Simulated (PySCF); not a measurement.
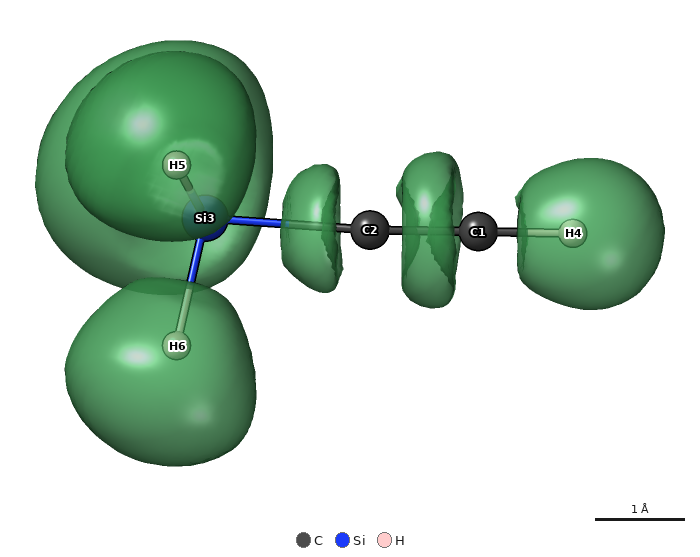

Figure. C$_{2}$H$_{3}$Si (SMILES C#C[SiH2-]) (charge −1). Isosurface of the electron localisation function at 0.8 (green), seen at an oblique angle. Core shells and regions of very low density are left out.

Geometry: PBE0-D3(BJ)/def2-SVPD.

Theory: Gaussian-basis quantum chemistry of an isolated molecule with PySCF, energy and nuclear gradient, functional PBE0 (PySCF 2.14.0).

```xyz
6

C    -3.6792   -0.3768   -1.5306
C    -2.5689    0.1346   -1.6586
Si   -0.7800    0.6970   -1.9525
H    -4.6538   -0.8101   -1.4128
H    -0.5883    1.3316   -0.5598
H    -1.1488    2.0298   -2.6357
```

Question: Identify the bonds, lone pairs and shells in this picture.

Answer: The ELF exceeds this value in one region between bonded C–C atoms (shared pairs), one region between bonded C–Si atoms (shared pairs), three regions around hydrogen nuclei and one lobe on Si, pointing away from the bonds (lone pairs). Along the contacts the grid gives the following. C–C (1.23 Å): the ELF peaks at about 0.85 between the atoms; a short, multiple covalent bond. C–Si (1.90 Å): the ELF peaks at about 0.95 between the atoms (localised, covalent bonding).
